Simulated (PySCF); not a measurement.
# C6H18Si4: geometry relaxation (part 2 of 3)

The same run, continued: C6H18Si4; PBE0-D3(BJ)/def2-SVP geometry optimisation, gas phase (PySCF 2.14.0). It belongs to a series of runs on one base structure; here: constitutional isomer.

Trajectory as extended XYZ, continued
```
28
Properties=species:S:1:pos:R:3:forces:R:3 step=9 energy=-37990.21646
C     2.7243   -2.0264   -0.3101   -0.0071  -0.0160  -0.0033
C     2.6982   -0.9987   -1.1645    0.0041  -0.0014   0.0039
C     2.8310    0.4400   -0.7940   -0.0034  -0.0018   0.0122
Si    1.1617    1.3396   -0.9470   -0.0073  -0.0046  -0.0179
Si   -0.4278    0.3777    0.4817    0.0035  -0.0188   0.0026
Si    0.4245    0.3388    2.6654   -0.0058   0.0038  -0.0040
Si   -0.8512   -1.8597   -0.1197   -0.0106   0.0121   0.0000
C    -2.0161    1.3873    0.4110    0.0192   0.0176   0.0014
C    -3.3356    0.8343    0.8865   -0.0142  -0.0030  -0.0018
C    -3.1119    1.0561   -0.5730   -0.0009  -0.0044   0.0069
H     2.8884   -1.8776    0.7622   -0.0014   0.0063   0.0001
H     2.5850   -3.0541   -0.6545    0.0028   0.0077   0.0023
H     2.5264   -1.2077   -2.2285    0.0015  -0.0014   0.0015
H     3.5520    0.9572   -1.4503   -0.0044  -0.0017  -0.0062
H     3.1891    0.5505    0.2430    0.0045   0.0067  -0.0011
H     1.3331    2.7930   -0.6176    0.0019  -0.0024   0.0059
H     0.6769    1.2502   -2.3632    0.0083  -0.0008  -0.0012
H     0.8223    1.7074    3.1260   -0.0056   0.0045  -0.0023
H     1.6353   -0.5401    2.7305    0.0038   0.0067   0.0032
H    -0.5954   -0.2005    3.6195    0.0043  -0.0007   0.0035
H    -2.2944   -2.1772    0.1414    0.0009  -0.0047  -0.0026
H    -0.0283   -2.7938    0.7057    0.0014  -0.0034  -0.0024
H    -0.5848   -2.1192   -1.5681    0.0026   0.0002  -0.0020
H    -1.8626    2.4573    0.5968   -0.0053  -0.0035   0.0038
H    -3.3664   -0.1966    1.2531    0.0020   0.0009  -0.0001
H    -4.0087    1.5134    1.4172    0.0049   0.0021  -0.0004
H    -3.6287    1.8877   -1.0601    0.0011  -0.0026  -0.0002
H    -2.9857    0.1777   -1.2149   -0.0008   0.0027  -0.0021
28
Properties=species:S:1:pos:R:3:forces:R:3 step=10 energy=-37990.21722
C     2.7184   -2.0261   -0.2798    0.0022  -0.0026  -0.0082
C     2.6957   -1.0112   -1.1493    0.0055   0.0171   0.0413
C     2.8297    0.4319   -0.7950    0.0084  -0.0119   0.0030
Si    1.1636    1.3340   -0.9583   -0.0097   0.0020   0.0002
Si   -0.4279    0.3787    0.4735    0.0118  -0.0274  -0.0004
Si    0.4285    0.3481    2.6560   -0.0022   0.0041  -0.0011
Si   -0.8552   -1.8566   -0.1351   -0.0021  -0.0010  -0.0012
C    -2.0155    1.3890    0.4105    0.0067  -0.0002  -0.0009
C    -3.3321    0.8312    0.8894   -0.0005   0.0031  -0.0088
C    -3.1150    1.0601   -0.5699   -0.0014  -0.0039   0.0092
H     2.8809   -1.8628    0.7909   -0.0042   0.0090  -0.0095
H     2.5788   -3.0575   -0.6100   -0.0014  -0.0253  -0.0045
H     2.5259   -1.2338   -2.2108    0.0017  -0.0011   0.0024
H     3.5526    0.9401   -1.4559   -0.0008   0.0044  -0.0099
H     3.1870    0.5545    0.2413    0.0007  -0.0006  -0.0104
H     1.3406    2.7865   -0.6280   -0.0036   0.0014  -0.0034
H     0.6839    1.2424   -2.3759    0.0040   0.0017  -0.0014
H     0.8072    1.7241    3.1112   -0.0062   0.0030  -0.0017
H     1.6528   -0.5116    2.7236    0.0006   0.0052   0.0009
H    -0.5811   -0.2026    3.6150    0.0032   0.0011  -0.0023
H    -2.2990   -2.1768    0.1196    0.0011   0.0008  -0.0009
H    -0.0339   -2.7974    0.6849   -0.0060   0.0037   0.0001
H    -0.5850   -2.1097   -1.5843    0.0016   0.0045   0.0024
H    -1.8637    2.4579    0.6015    0.0012   0.0070   0.0020
H    -3.3587   -0.2014    1.2515   -0.0025   0.0009   0.0012
H    -4.0023    1.5076    1.4266   -0.0068   0.0019   0.0030
H    -3.6348    1.8927   -1.0514   -0.0056   0.0072  -0.0003
H    -2.9908    0.1854   -1.2171    0.0039  -0.0041  -0.0008
28
Properties=species:S:1:pos:R:3:forces:R:3 step=11 energy=-37990.21783
C     2.7206   -2.0313   -0.2539    0.0043   0.0063  -0.0065
C     2.6955   -1.0262   -1.1346    0.0016   0.0197   0.0439
C     2.8297    0.4209   -0.7968    0.0133  -0.0113  -0.0038
Si    1.1657    1.3258   -0.9674   -0.0055   0.0023   0.0146
Si   -0.4286    0.3786    0.4675    0.0129  -0.0271  -0.0029
Si    0.4276    0.3606    2.6501    0.0033   0.0047   0.0007
Si   -0.8609   -1.8551   -0.1433    0.0013  -0.0074  -0.0049
C    -2.0144    1.3915    0.4081   -0.0056  -0.0089  -0.0005
C    -3.3309    0.8330    0.8882    0.0093   0.0075  -0.0088
C    -3.1164    1.0664   -0.5707   -0.0019  -0.0001   0.0044
H     2.8859   -1.8556    0.8143   -0.0066   0.0066  -0.0095
H     2.5812   -3.0662   -0.5725   -0.0018  -0.0335  -0.0054
H     2.5243   -1.2608   -2.1934    0.0000  -0.0005   0.0026
H     3.5517    0.9204   -1.4653    0.0010   0.0081  -0.0084
H     3.1894    0.5562    0.2371   -0.0011  -0.0052  -0.0112
H     1.3484    2.7777   -0.6378   -0.0060   0.0034  -0.0091
H     0.6899    1.2329   -2.3860    0.0001   0.0011  -0.0015
H     0.7800    1.7452    3.1006   -0.0051   0.0022  -0.0011
H     1.6682   -0.4749    2.7216    0.0000   0.0026  -0.0004
H    -0.5711   -0.2052    3.6115    0.0004   0.0008  -0.0051
H    -2.3070   -2.1731    0.1004    0.0014   0.0043   0.0004
H    -0.0472   -2.8012    0.6783   -0.0055   0.0053   0.0029
H    -0.5817   -2.1057   -1.5915    0.0010   0.0051   0.0049
H    -1.8621    2.4595    0.6032    0.0053   0.0095  -0.0004
H    -3.3576   -0.2006    1.2473   -0.0029   0.0009   0.0014
H    -3.9984    1.5089    1.4292   -0.0110   0.0009   0.0035
H    -3.6365    1.9009   -1.0485   -0.0071   0.0091  -0.0004
H    -2.9945    0.1940   -1.2212    0.0049  -0.0063   0.0008
28
Properties=species:S:1:pos:R:3:forces:R:3 step=12 energy=-37990.21856
C     2.7193   -2.0413   -0.2202    0.0006   0.0053  -0.0026
C     2.6928   -1.0475   -1.1136   -0.0038   0.0108   0.0168
C     2.8308    0.4041   -0.7992    0.0149  -0.0024  -0.0049
Si    1.1699    1.3138   -0.9775   -0.0017   0.0045   0.0213
Si   -0.4279    0.3777    0.4608    0.0036  -0.0183  -0.0047
Si    0.4257    0.3796    2.6438    0.0063   0.0042   0.0023
Si   -0.8649   -1.8549   -0.1492    0.0035  -0.0088  -0.0052
C    -2.0113    1.3951    0.4022   -0.0146  -0.0060   0.0027
C    -3.3296    0.8396    0.8826    0.0149   0.0091  -0.0016
C    -3.1158    1.0760   -0.5756   -0.0009   0.0017  -0.0072
H     2.8869   -1.8511    0.8450   -0.0026   0.0026  -0.0034
H     2.5777   -3.0805   -0.5248   -0.0010  -0.0169  -0.0012
H     2.5176   -1.2968   -2.1684    0.0017  -0.0013   0.0011
H     3.5508    0.8912   -1.4793   -0.0001   0.0037  -0.0020
H     3.1956    0.5558    0.2305   -0.0004  -0.0062  -0.0044
H     1.3585    2.7660   -0.6520   -0.0052   0.0033  -0.0123
H     0.6972    1.2184   -2.3969   -0.0025  -0.0013  -0.0014
H     0.7376    1.7757    3.0889   -0.0024   0.0004   0.0003
H     1.6890   -0.4203    2.7214   -0.0007   0.0004  -0.0010
H    -0.5590   -0.2095    3.6056   -0.0017  -0.0004  -0.0043
H    -2.3150   -2.1667    0.0771   -0.0006   0.0054   0.0012
H    -0.0647   -2.8049    0.6808   -0.0045   0.0040   0.0048
H    -0.5696   -2.1055   -1.5942   -0.0001   0.0020   0.0043
H    -1.8561    2.4621    0.6008    0.0080   0.0053  -0.0038
H    -3.3592   -0.1946    1.2395   -0.0029   0.0004   0.0003
H    -3.9942    1.5166    1.4260   -0.0078  -0.0018   0.0017
H    -3.6343    1.9134   -1.0506   -0.0026   0.0046   0.0008
H    -2.9972    0.2049   -1.2287    0.0027  -0.0044   0.0026
28
Properties=species:S:1:pos:R:3:forces:R:3 step=13 energy=-37990.21905
C     2.7199   -2.0481   -0.1985   -0.0040   0.0038   0.0028
C     2.6928   -1.0616   -1.0998   -0.0052  -0.0021  -0.0063
C     2.8337    0.3926   -0.8006    0.0079   0.0076  -0.0043
Si    1.1732    1.3036   -0.9830    0.0018   0.0030   0.0171
Si   -0.4273    0.3751    0.4572   -0.0006  -0.0062  -0.0042
Si    0.4220    0.3915    2.6414    0.0052   0.0009   0.0017
Si   -0.8700   -1.8572   -0.1480    0.0020  -0.0033  -0.0029
C    -2.0072    1.3983    0.3953   -0.0134  -0.0008   0.0039
C    -3.3285    0.8497    0.8755    0.0111   0.0064   0.0030
C    -3.1127    1.0836   -0.5828   -0.0001   0.0026  -0.0101
H     2.8889   -1.8481    0.8647    0.0004  -0.0023   0.0023
H     2.5772   -3.0903   -0.4937   -0.0009   0.0000   0.0018
H     2.5153   -1.3204   -2.1520    0.0023  -0.0013  -0.0002
H     3.5511    0.8721   -1.4889   -0.0007  -0.0001   0.0025
H     3.2026    0.5545    0.2258    0.0000  -0.0046   0.0013
H     1.3632    2.7572   -0.6647   -0.0034   0.0020  -0.0091
H     0.7016    1.2039   -2.4025   -0.0025  -0.0044  -0.0008
H     0.7072    1.7943    3.0835   -0.0001  -0.0004   0.0009
H     1.6989   -0.3859    2.7244   -0.0005  -0.0004  -0.0006
H    -0.5552   -0.2122    3.6015   -0.0019  -0.0011  -0.0019
H    -2.3241   -2.1594    0.0654   -0.0008   0.0037   0.0008
H    -0.0834   -2.8086    0.6929   -0.0007   0.0010   0.0044
H    -0.5623   -2.1125   -1.5894    0.0001  -0.0017   0.0022
H    -1.8471    2.4649    0.5933    0.0062   0.0005  -0.0053
H    -3.3638   -0.1841    1.2334   -0.0004   0.0001  -0.0006
H    -3.9909    1.5300    1.4177   -0.0026  -0.0017  -0.0006
H    -3.6272    1.9231   -1.0586    0.0008   0.0001   0.0003
H    -2.9973    0.2111   -1.2347    0.0000  -0.0013   0.0021
28
Properties=species:S:1:pos:R:3:forces:R:3 step=14 energy=-37990.21944
C     2.7122   -2.0541   -0.1754   -0.0071  -0.0022   0.0061
C     2.6905   -1.0751   -1.0851   -0.0048  -0.0118  -0.0257
C     2.8375    0.3813   -0.8007    0.0016   0.0129  -0.0002
Si    1.1778    1.2934   -0.9880    0.0026   0.0024   0.0040
Si   -0.4250    0.3724    0.4537   -0.0053   0.0086  -0.0013
Si    0.4191    0.4021    2.6396    0.0006  -0.0036   0.0001
Si   -0.8734   -1.8605   -0.1430   -0.0004   0.0037   0.0012
C    -2.0009    1.4024    0.3852   -0.0051   0.0060   0.0035
C    -3.3261    0.8636    0.8648    0.0025   0.0009   0.0066
C    -3.1063    1.0909   -0.5939    0.0013   0.0005  -0.0086
H     2.8806   -1.8454    0.8861    0.0031  -0.0036   0.0063
H     2.5648   -3.0985   -0.4617    0.0011   0.0158   0.0037
H     2.5124   -1.3429   -2.1349    0.0028  -0.0014  -0.0011
H     3.5539    0.8523   -1.4961   -0.0015  -0.0047   0.0057
H     3.2096    0.5519    0.2229    0.0011  -0.0013   0.0063
H     1.3671    2.7495   -0.6807   -0.0005  -0.0004  -0.0032
H     0.7067    1.1859   -2.4073   -0.0011  -0.0067   0.0002
H     0.6805    1.8099    3.0802    0.0020  -0.0007   0.0014
H     1.7071   -0.3560    2.7279   -0.0003  -0.0003   0.0002
H    -0.5526   -0.2152    3.5967   -0.0008  -0.0009   0.0014
H    -2.3316   -2.1511    0.0576   -0.0018   0.0003   0.0001
H    -0.1017   -2.8109    0.7127    0.0011  -0.0020   0.0029
H    -0.5525   -2.1253   -1.5796    0.0001  -0.0049  -0.0002
H    -1.8341    2.4689    0.5794    0.0020  -0.0037  -0.0054
H    -3.3684   -0.1688    1.2262    0.0011  -0.0001  -0.0015
H    -3.9866    1.5490    1.4033    0.0039  -0.0010  -0.0028
H    -3.6154    1.9319   -1.0733    0.0043  -0.0041  -0.0002
H    -2.9945    0.2150   -1.2420   -0.0027   0.0024   0.0005
28
Properties=species:S:1:pos:R:3:forces:R:3 step=15 energy=-37990.21963
C     2.7028   -2.0583   -0.1522   -0.0061  -0.0037   0.0064
C     2.6902   -1.0875   -1.0709   -0.0009  -0.0147  -0.0253
C     2.8426    0.3707   -0.7991   -0.0070   0.0120   0.0023
Si    1.1830    1.2819   -0.9934    0.0032  -0.0008  -0.0091
Si   -0.4229    0.3699    0.4503   -0.0024   0.0209   0.0022
Si    0.4151    0.4099    2.6384   -0.0040  -0.0078  -0.0015
Si   -0.8801   -1.8641   -0.1346   -0.0030   0.0083   0.0040
C    -1.9930    1.4083    0.3724    0.0057   0.0065   0.0005
C    -3.3225    0.8814    0.8518   -0.0075  -0.0037   0.0046
C    -3.0977    1.0982   -0.6080    0.0014  -0.0013  -0.0003
H     2.8676   -1.8407    0.9080    0.0035  -0.0038   0.0061
H     2.5519   -3.1047   -0.4295    0.0003   0.0179   0.0033
H     2.5152   -1.3640   -2.1190    0.0023  -0.0007  -0.0009
H     3.5594    0.8340   -1.4991   -0.0005  -0.0047   0.0056
H     3.2156    0.5487    0.2230    0.0007   0.0003   0.0062
H     1.3697    2.7412   -0.7000    0.0013  -0.0018   0.0030
H     0.7131    1.1628   -2.4123    0.0003  -0.0074   0.0013
H     0.6607    1.8208    3.0783    0.0031  -0.0003   0.0012
H     1.7100   -0.3357    2.7321    0.0001   0.0000   0.0007
H    -0.5539   -0.2163    3.5924    0.0002   0.0002   0.0030
H    -2.3425   -2.1408    0.0546   -0.0009  -0.0027  -0.0005
H    -0.1245   -2.8125    0.7375    0.0030  -0.0035   0.0007
H    -0.5473   -2.1430   -1.5656    0.0005  -0.0056  -0.0014
H    -1.8185    2.4749    0.5597   -0.0032  -0.0045  -0.0036
H    -3.3726   -0.1486    1.2190    0.0026   0.0004  -0.0015
H    -3.9808    1.5736    1.3843    0.0065   0.0013  -0.0035
H    -3.6000    1.9395   -1.0938    0.0040  -0.0048  -0.0014
H    -2.9901    0.2172   -1.2497   -0.0033   0.0040  -0.0020
28
Properties=species:S:1:pos:R:3:forces:R:3 step=16 energy=-37990.21959
C     2.6881   -2.0626   -0.1283   -0.0017  -0.0048   0.0034
C     2.6895   -1.1002   -1.0559    0.0021  -0.0085  -0.0135
C     2.8479    0.3596   -0.7948   -0.0088   0.0033   0.0041
Si    1.1894    1.2704   -0.9997    0.0018  -0.0033  -0.0180
Si   -0.4205    0.3699    0.4463    0.0002   0.0265   0.0055
Si    0.4117    0.4168    2.6369   -0.0068  -0.0086  -0.0019
Si   -0.8864   -1.8658   -0.1246   -0.0037   0.0075   0.0048
C    -1.9848    1.4162    0.3572    0.0133   0.0031  -0.0031
C    -3.3183    0.9009    0.8369   -0.0123  -0.0066   0.0006
C    -3.0883    1.1049   -0.6242    0.0009  -0.0028   0.0071
H     2.8468   -1.8373    0.9313    0.0014  -0.0012   0.0030
H     2.5321   -3.1102   -0.3976    0.0011   0.0107   0.0017
H     2.5212   -1.3848   -2.1029    0.0002  -0.0003   0.0000
H     3.5677    0.8150   -1.4965    0.0009  -0.0020   0.0034
H     3.2187    0.5436    0.2270   -0.0001   0.0009   0.0038
H     1.3737    2.7328   -0.7209    0.0026  -0.0023   0.0060
H     0.7220    1.1367   -2.4183    0.0011  -0.0053   0.0018
H     0.6489    1.8290    3.0769    0.0031   0.0002   0.0008
H     1.7099   -0.3223    2.7354    0.0000   0.0002   0.0004
H    -0.5568   -0.2142    3.5884    0.0007   0.0019   0.0027
H    -2.3522   -2.1305    0.0549   -0.0003  -0.0042  -0.0003
H    -0.1450   -2.8108    0.7636    0.0024  -0.0027  -0.0011
H    -0.5433   -2.1614   -1.5496    0.0003  -0.0035  -0.0015
H    -1.8035    2.4830    0.5358   -0.0065  -0.0024  -0.0009
H    -3.3752   -0.1260    1.2116    0.0019   0.0008  -0.0006
H    -3.9744    1.6006    1.3620    0.0062   0.0029  -0.0027
H    -3.5840    1.9454   -1.1179    0.0023  -0.0030  -0.0019
H    -2.9844    0.2181   -1.2584   -0.0022   0.0035  -0.0033
28
Properties=species:S:1:pos:R:3:forces:R:3 step=17 energy=-37990.21955
C     2.6809   -2.0662   -0.1182    0.0026  -0.0015  -0.0004
C     2.6904   -1.1071   -1.0493    0.0041  -0.0001   0.0033
C     2.8505    0.3532   -0.7903   -0.0074  -0.0047   0.0027
Si    1.1936    1.2643   -1.0032    0.0008  -0.0046  -0.0149
Si   -0.4199    0.3730    0.4444    0.0037   0.0208   0.0056
Si    0.4089    0.4195    2.6366   -0.0051  -0.0054  -0.0010
Si   -0.8907   -1.8642   -0.1172   -0.0022   0.0023   0.0027
C    -1.9812    1.4225    0.3480    0.0122  -0.0029  -0.0048
C    -3.3165    0.9120    0.8278   -0.0100  -0.0047  -0.0037
C    -3.0834    1.1080   -0.6339   -0.0004  -0.0021   0.0097
H     2.8346   -1.8383    0.9416   -0.0006   0.0007  -0.0007
H     2.5240   -3.1140   -0.3851   -0.0006  -0.0014   0.0002
H     2.5277   -1.3942   -2.0964   -0.0012  -0.0001   0.0009
H     3.5739    0.8056   -1.4901    0.0022   0.0017   0.0007
H     3.2176    0.5386    0.2327   -0.0014  -0.0005  -0.0002
H     1.3779    2.7280   -0.7314    0.0023  -0.0013   0.0040
H     0.7285    1.1222   -2.4217    0.0008  -0.0024   0.0014
H     0.6509    1.8306    3.0775    0.0019   0.0005   0.0001
H     1.7046   -0.3238    2.7368   -0.0005  -0.0001  -0.0002
H    -0.5623   -0.2087    3.5873    0.0001   0.0028   0.0006
H    -2.3577   -2.1247    0.0598    0.0007  -0.0030   0.0004
H    -0.1543   -2.8066    0.7782    0.0013  -0.0005  -0.0017
H    -0.5447   -2.1702   -1.5395   -0.0001  -0.0002  -0.0006
H    -1.7982    2.4898    0.5210   -0.0059   0.0007   0.0011
H    -3.3757   -0.1129    1.2077    0.0008   0.0012   0.0003
H    -3.9719    1.6158    1.3482    0.0023   0.0033  -0.0010
H    -3.5764    1.9469   -1.1330   -0.0005   0.0002  -0.0019
H    -2.9804    0.2179   -1.2635    0.0000   0.0012  -0.0029
28
Properties=species:S:1:pos:R:3:forces:R:3 step=18 energy=-37990.21959
C     2.6782   -2.0704   -0.1126    0.0044   0.0006  -0.0023
C     2.6905   -1.1127   -1.0451    0.0030   0.0055   0.0107
C     2.8510    0.3478   -0.7872   -0.0023  -0.0082   0.0006
Si    1.1964    1.2613   -1.0057   -0.0003  -0.0035  -0.0066
Si   -0.4200    0.3773    0.4431    0.0032   0.0115   0.0039
Si    0.4074    0.4224    2.6359   -0.0017  -0.0015   0.0006
Si   -0.8923   -1.8609   -0.1142    0.0003  -0.0027   0.0005
C    -1.9808    1.4269    0.3434    0.0048  -0.0059  -0.0043
C    -3.3165    0.9167    0.8232   -0.0034  -0.0015  -0.0048
C    -3.0822    1.1100   -0.6387   -0.0011  -0.0008   0.0062
H     2.8299   -1.8414    0.9473   -0.0016   0.0017  -0.0023
H     2.5209   -3.1182   -0.3785   -0.0008  -0.0080  -0.0004
H     2.5302   -1.4010   -2.0923   -0.0021  -0.0004   0.0011
H     3.5772    0.7984   -1.4853    0.0025   0.0035  -0.0001
H     3.2155    0.5341    0.2366   -0.0020  -0.0016  -0.0018
H     1.3836    2.7250   -0.7357    0.0017  -0.0003  -0.0001
H     0.7331    1.1160   -2.4243   -0.0001  -0.0004   0.0004
H     0.6539    1.8325    3.0776    0.0009   0.0005  -0.0005
H     1.7010   -0.3246    2.7363   -0.0010  -0.0006  -0.0004
H    -0.5655   -0.2032    3.5867   -0.0007   0.0026  -0.0010
H    -2.3592   -2.1222    0.0626    0.0007  -0.0006   0.0012
H    -0.1559   -2.8018    0.7830    0.0000   0.0012  -0.0012
H    -0.5456   -2.1708   -1.5356   -0.0007   0.0020   0.0003
H    -1.7990    2.4947    0.5144   -0.0027   0.0025   0.0015
H    -3.3755   -0.1074    1.2051   -0.0003   0.0011   0.0008
H    -3.9720    1.6218    1.3416   -0.0007   0.0022   0.0004
H    -3.5749    1.9476   -1.1399   -0.0016   0.0020  -0.0013
H    -2.9786    0.2189   -1.2669    0.0014  -0.0008  -0.0012
```

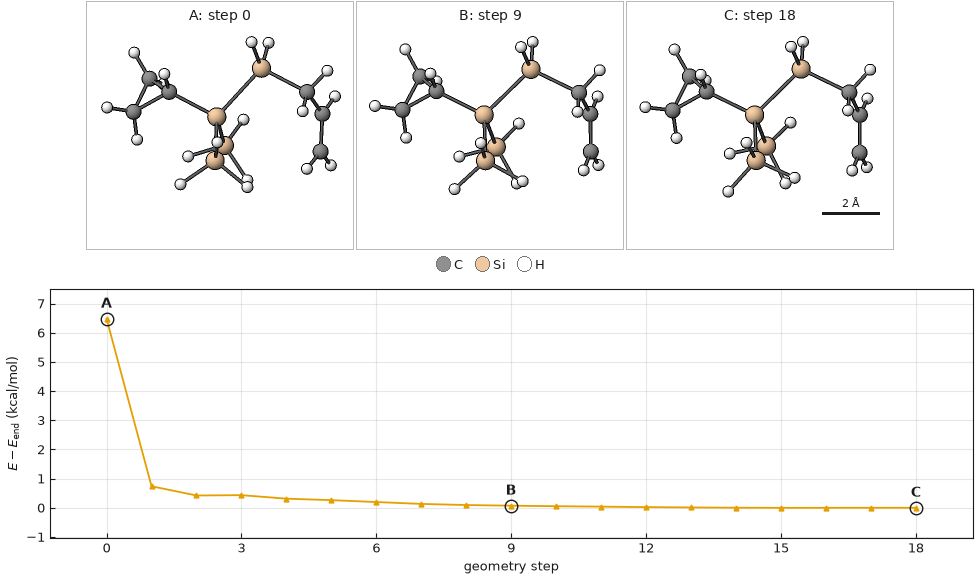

Fig. 1: Frames of the relaxation (ball-and-stick view, seen at an oblique angle) above the curves, on which the letters mark them (steps are counted from 0).
